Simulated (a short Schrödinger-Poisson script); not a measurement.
Structure: MOS inversion layer, Si3N4 on p-type GaN, at 300 K.

```tsv
layer	material	thickness (nm)	Na (cm⁻³)
1	Si3N4	6	-
2	GaN	760	6.7e17
```

The device is made up for the run: typed textbook-type constants, with dimensions and the other settings drawn at random. Si3N4: permittivity 7.5, conduction-band edge (eV) 2, gap (eV) 5.1, electron mass (mₑ) 0.5. GaN: permittivity 9.5, conduction-band edge (eV) 0, gap (eV) 3.43, Nv at 300 K (cm⁻³) 4.6e19.

Channel valleys (confinement mass, in-plane density-of-states mass, number): Γ 0.2, 0.2, 1. At the gate the conduction-band edge of layer 1 lies 2.46 eV − eVg above the Fermi level of the channel; the field vanishes at the back. Gaps are held at their typed values at every temperature. Mesh 0.03 nm at interfaces.

From a short Schrödinger-Poisson script (our own, NumPy): 1D Poisson equation in equilibrium, electrons quantum, Hartree (BenDaniel-Duke, 12 states a valley, the channel's in-plane mass for all, wave functions free to enter the dielectric), parabolic valleys, classical holes, full ionisation, no traps, pinning or gate leakage.

Only gate voltages with over 1e8 electrons/cm² are shown.

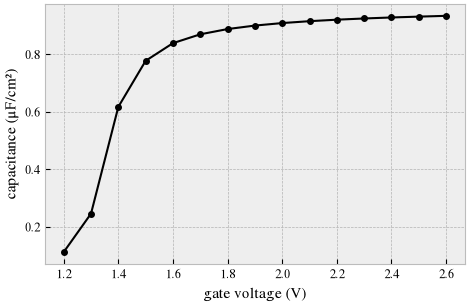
Fig. 1. Quasi-static capacitance against gate voltage

```csv
Vg (V),electrons (cm⁻²),C (μF/cm²),Γ E0 (meV),Γ E1 (meV)
1.2,1.36e9,0.112,190.6,391.6
1.3,3.45e10,0.246,106.7,309.8
1.4,2.70e11,0.617,52.1,257.4
1.5,6.97e11,0.777,25.0,232.8
1.6,1.19e12,0.839,7.8,218.3
1.7,1.72e12,0.870,-5.1,207.9
1.8,2.27e12,0.888,-16.0,199.7
1.9,2.82e12,0.900,-25.6,192.6
2,3.38e12,0.909,-34.4,186.3
2.1,3.95e12,0.915,-42.7,180.5
2.2,4.52e12,0.921,-50.6,175.0
2.3,5.09e12,0.925,-58.3,-
2.4,5.67e12,0.928,-65.8,-
2.5,6.25e12,0.931,-73.2,-
2.6,6.83e12,0.934,-,-
```

Subbands count from the Fermi level; a dash marks a level above the dielectric's band edge.

In real p-type GaN the Mg acceptor is only partly ionised, and so wide a gap doesn't supply an inversion layer without source and drain.
